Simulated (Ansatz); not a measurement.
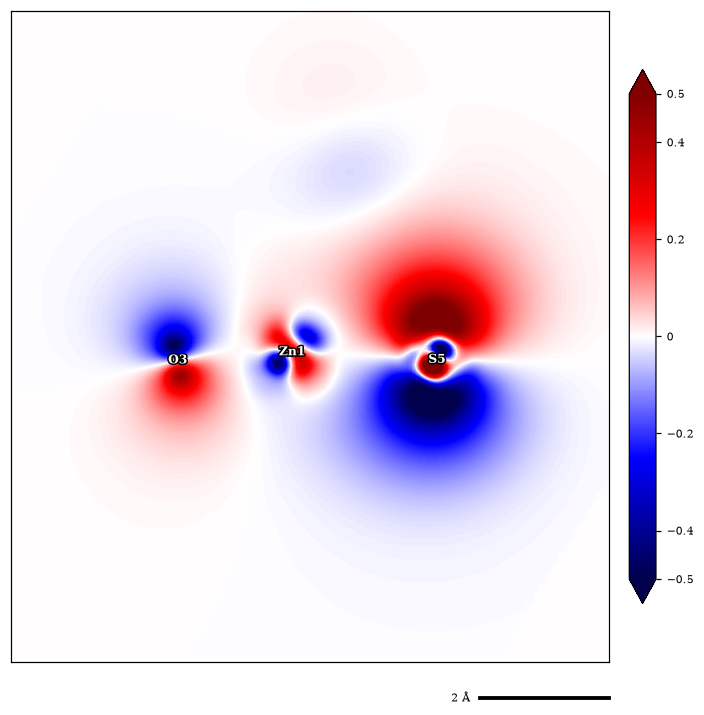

Figure. H2OSZn···HCl. The HOMO on the plane of atoms O3, Zn1 and S5 (values in Å⁻³ᐟ²; the overall sign is arbitrary).

Not at a stationary point (largest force 1.0 eV/Å).

Method: RKS PBE0/def2-SVPD in Ansatz 0.2.0.

Input file:

```
crystal:
  periodic: [false, false, false]
  atoms:
    - { symbol: Zn, position_ang: [0.0, 0.0, 0.0] }
    - { symbol: Cl, position_ang: [0.0, 0.0, 2.59] }
    - { symbol: O, position_ang: [0.0, 0.0, -1.79] }
    - { symbol: H, position_ang: [0.2547, -0.9174, -2.1271] }
    - { symbol: S, position_ang: [-2.3997, -0.4353, 0.8104] }
    - { symbol: H, position_ang: [-3.0124, -1.3755, -0.0267] }
    - { symbol: H, position_ang: [-1.4421, -0.2616, 2.0775] }
basis:
  gaussian: { orbitals: def2-SVPD }
hamiltonian:
  xc: pbe0
relax:
  f_tol: 0.15
  max_steps: 25
  restrain:
    - { distance: [0, 4], at: 2.27, k: 30.0 }
    - { distance: [6, 1], at: 1.37, k: 30.0 }
    - { distance: [0, 1], at: 3.44, k: 30.0 }
    - { distance: [6, 4], at: 2.6, k: 30.0 }
output:
  orbitals: {}
```

Run with:

```sh
ansatz run input.yaml --threads 4 --pin off --max-ram 5120MiB --backend cpu --events-out ev --progress --plain --runs-dir out
```

The fields are those of the run's last geometry, not of the input's.

**Describe this orbital and give its energy.**

It lies mainly on S5 (about 80 %) and Zn1 (about 5 %); largely a lone pair of S5. Its energy is −7.82 eV.
